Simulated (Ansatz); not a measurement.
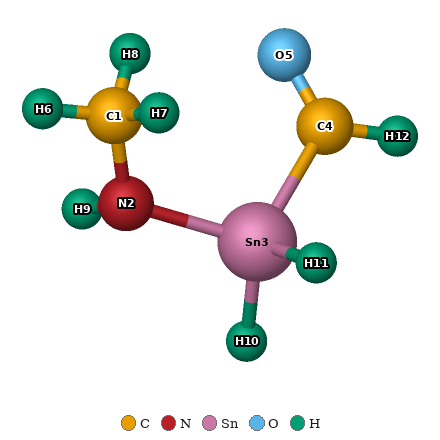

The system is C₂H₇NOSn, SMILES C[NH][SnH2][CH]=O; the picture shows the reference structure. First axis: angle C1–N2–Sn3. Second axis: dihedral C1–N2–Sn3–C4. Nothing is relaxed (all other coordinates rigid). The grid has 15 × 15 points. Points are written as (first, second). Energies are in kJ/mol, from the lowest grid point. Method: RKS PBE-D4/def2-SVP (Ansatz).

Its coordinates:

```json
{"atom": "C", "x (Å)": "-1.6970", "y (Å)": "0.6242", "z (Å)": "-0.2846"}
{"atom": "N", "x (Å)": "-1.1288", "y (Å)": "-0.7195", "z (Å)": "-0.1999"}
{"atom": "Sn", "x (Å)": "0.7147", "y (Å)": "-0.9403", "z (Å)": "0.7084"}
{"atom": "C", "x (Å)": "2.1911", "y (Å)": "0.5245", "z (Å)": "-0.1959"}
{"atom": "O", "x (Å)": "1.8347", "y (Å)": "1.2949", "z (Å)": "-1.0586"}
{"atom": "H", "x (Å)": "-2.7463", "y (Å)": "0.5751", "z (Å)": "-0.6529"}
{"atom": "H", "x (Å)": "-1.7461", "y (Å)": "1.0769", "z (Å)": "0.7293"}
{"atom": "H", "x (Å)": "-1.1448", "y (Å)": "1.3427", "z (Å)": "-0.9365"}
{"atom": "H", "x (Å)": "-1.1328", "y (Å)": "-1.1762", "z (Å)": "-1.1204"}
{"atom": "H", "x (Å)": "1.1885", "y (Å)": "-2.5933", "z (Å)": "0.4774"}
{"atom": "H", "x (Å)": "0.4748", "y (Å)": "-0.5931", "z (Å)": "2.3924"}
{"atom": "H", "x (Å)": "3.2688", "y (Å)": "0.5288", "z (Å)": "0.1751"}
```

Range: angle C1–N2–Sn3 from 83.1 to 153.1°; dihedral C1–N2–Sn3–C4 from −180 to 156°.

> What landscape does the calculation give?

The lowest grid point is at (118.1°, −60°). The highest grid point, (83.1°, 12°), lies 171 kJ/mol above the lowest. Round the minimum the two coordinates are weakly coupled (coupling −0.06 in units of the two stiffnesses).

```csv
"dihedral C1–N2–Sn3–C4 ↓, angle C1–N2–Sn3 →",83.1,88.1,93.1,98.1,103.1,108.1,113.1,118.1,123.1,128.1,133.1,138.1,143.1,148.1,153.1
156,146,100,68,45,29,19,13,11,13,17,25,35,49,64,82
132,162,112,76,50,33,21,14,12,13,17,24,35,48,63,81
108,151,104,70,46,29,18,12,10,11,16,23,34,47,63,81
84,130,88,59,38,24,15,9,8,10,15,23,34,47,64,82
60,121,83,55,36,22,13,8,7,9,14,23,34,48,64,82
36,143,98,66,43,27,16,10,8,9,14,22,33,47,63,82
12,171,121,84,56,35,21,13,9,9,14,21,32,45,61,80
−12,170,119,81,52,32,18,9,6,6,10,18,29,42,58,77
−36,139,94,61,38,21,10,3,1,2,7,15,26,40,56,75
−60,122,82,53,32,17,7,2,0,2,7,15,26,39,56,74
−84,142,96,63,39,23,12,5,3,4,9,17,28,41,58,76
−108,157,107,70,45,27,15,8,6,7,11,19,30,44,60,79
−132,144,97,64,41,24,14,8,6,8,13,21,32,46,62,81
−156,125,84,55,35,21,13,8,7,9,15,23,34,48,64,83
−180,124,85,57,37,23,15,10,9,11,16,25,36,49,65,83
```

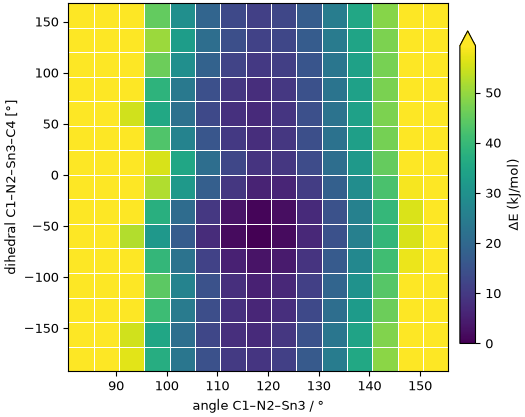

The picture shows one coloured cell a grid point, one colour for all values above the top of the scale.

Each point was launched as `ansatz run input.yaml --threads 1 --pin off --max-ram 2560MiB --backend cpu --events-out ev --progress --plain --runs-dir out`. The whole map (225 points run) took 14 min on 1 thread of Intel(R) Xeon(R) 6975P-C (Granite Rapids) (shared host).
